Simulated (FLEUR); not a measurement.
**Convergence study of the basis cutoff for CdSe (R3m, 2 atoms in the cell)**

```
CdSe
1.0
    0.00000     3.04013     3.04013
    3.04013     0.00000     3.04013
    3.04013     3.04013     0.00000
Cd Se
1 1
Direct
  0.00475   0.00475   0.00475
  0.25000   0.25000   0.25000
```

Method: LDA (Perdew-Zunger), all-electron FLAPW (FLEUR), scalar-relativistic valence run with FLEUR.

Base settings: Kmax = 4 1/bohr; GmaxXC = 20 1/bohr; xcFunctional = pz; jspins = 1; l_soc = F; mode = hist; fermiSmearingEnergy = 0.00036749 Htr; mesh (inpgen div1-3) = 3 3 3; inpgen gamma flag = false; Gmax = 20 1/bohr.

Moved along: Gmax, GmaxXC.

The second cell is the first with its lattice scaled by 0.98.

The mesh stays at the base's, so the ladder's end is converged at best in this setting alone.

Only quantities that move along the ladder and can be compared are tabulated; the gap is left out on so coarse a mesh.

The starting cell has typed, rounded lattice constants, without a prior relaxation at this level. Its lattice was rescaled by up to half a per cent. One atom was moved a little off its site on purpose. Values depend on the basis (sphere radii, cutoffs, local orbitals), which need not be converged.

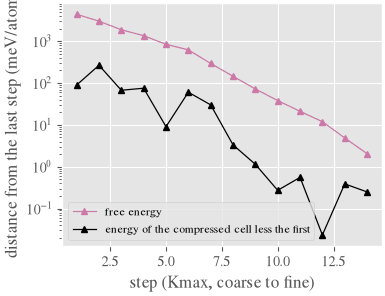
Figure. Distance from the last step along the ladder; very small values are drawn at a floor.

| Kmax | free energy less the last step's (meV/atom) | energy of the compressed cell less the first (meV/atom) | largest difference of a force vector from the last step's (eV/Å) |
|---|---|---|---|
| 2.37 1/bohr | 4419.73 | 98.04 | 0.014 |
| 2.53 1/bohr | 3023.17 | -258.53 | 0.045 |
| 2.68 1/bohr | 1885.46 | 75.65 | 0.020 |
| 2.83 1/bohr | 1358.05 | -67.14 | 0.017 |
| 2.97 1/bohr | 846.29 | 17.30 | 0.004 |
| 3.1 1/bohr | 623.81 | -52.22 | 0.004 |
| 3.35 1/bohr | 294.75 | -21.94 | 0.003 |
| 3.58 1/bohr | 145.58 | 4.90 | 0.003 |
| 3.79 1/bohr | 72.20 | 9.37 | 0.003 |
| 4 1/bohr | 38.32 | 7.96 | 0.003 |
| 4.2 1/bohr | 21.08 | 7.67 | 0.001 |
| 4.38 1/bohr | 11.94 | 8.25 | 0.001 |
| 4.65 1/bohr | 4.87 | 8.62 | 0.000 |
| 4.9 1/bohr | 2.05 | 8.48 | 0.000 |
| 5.29 1/bohr | 0.00 | 8.23 | 0.000 |

Coarsest Kmax that holds the free energy within 1 meV/atom: not settled: the last two steps still differ by 2.1 meV/atom, over half the tolerance, so the ladder does not show it.

Coarsest Kmax that holds the energy of the compressed cell less the first within 1 meV/atom of the last step, with all finer ones: 4 1/bohr; the step before is off by 1.1 meV/atom.

Coarsest Kmax that holds the forces within 0.005 eV/Å of the last step, with all finer ones: 2.97 1/bohr; the step before is off by 0.017 eV/Å.
